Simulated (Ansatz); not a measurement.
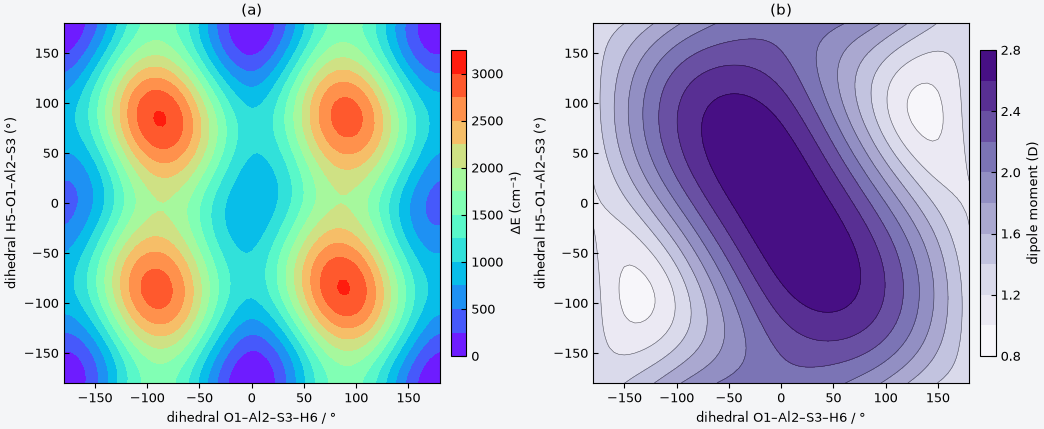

AlClH₂OS, SMILES [OH][Al]([SH])[Cl]. First axis: dihedral O1–Al2–S3–H6. Second axis: dihedral H5–O1–Al2–S3. Nothing is relaxed (all other coordinates rigid). Grid: 12 × 12 points; 74 points were computed and 70 follow by symmetry. Points are written as (first, second). Energies: cm⁻¹, counted from the relaxed molecule at the same level. Method: Ansatz 0.2.0, RKS wB97X-V/def2-SVP.

Panel (a) is the energy and panel (b) the computed dipole moment on the same grid.

Drawn: filled contours. Between grid points the surface is interpolated.

Q: How does the dipole moment vary over the map, and what is it at the lowest grid point?

A: Leaving out the highest fifth of the energies, it runs from 0.97 D at (−150°, −90°) to 2.78 D at (0°, 0°). At the lowest grid point, (0°, −180°), it is 2.15 D.

```tsv
dihedral H5–O1–Al2–S3 ↓, dihedral O1–Al2–S3–H6 →	−180	−150	−120	−90	−60	−30	0	30	60	90	120	150
150	1.31	1.59	1.90	2.15	2.28	2.30	2.21	2.03	1.80	1.54	1.30	1.19
120	1.31	1.71	2.09	2.38	2.52	2.51	2.37	2.09	1.73	1.36	1.06	1.03
90	1.30	1.75	2.16	2.48	2.66	2.68	2.55	2.25	1.83	1.38	1.01	0.97
60	1.26	1.69	2.12	2.47	2.69	2.76	2.68	2.44	2.05	1.58	1.16	1.01
30	1.21	1.55	1.97	2.35	2.63	2.77	2.76	2.60	2.29	1.86	1.43	1.15
0	1.19	1.35	1.72	2.14	2.49	2.71	2.78	2.71	2.49	2.14	1.72	1.35
−30	1.21	1.15	1.43	1.86	2.29	2.60	2.76	2.77	2.63	2.35	1.97	1.55
−60	1.26	1.01	1.16	1.58	2.05	2.44	2.68	2.76	2.69	2.47	2.12	1.69
−90	1.30	0.97	1.01	1.38	1.83	2.25	2.55	2.68	2.66	2.48	2.16	1.75
−120	1.31	1.03	1.06	1.36	1.73	2.09	2.37	2.51	2.52	2.38	2.09	1.71
−150	1.31	1.19	1.30	1.54	1.80	2.03	2.21	2.30	2.28	2.15	1.90	1.59
−180	1.31	1.40	1.61	1.84	2.01	2.11	2.15	2.11	2.01	1.84	1.61	1.40
```
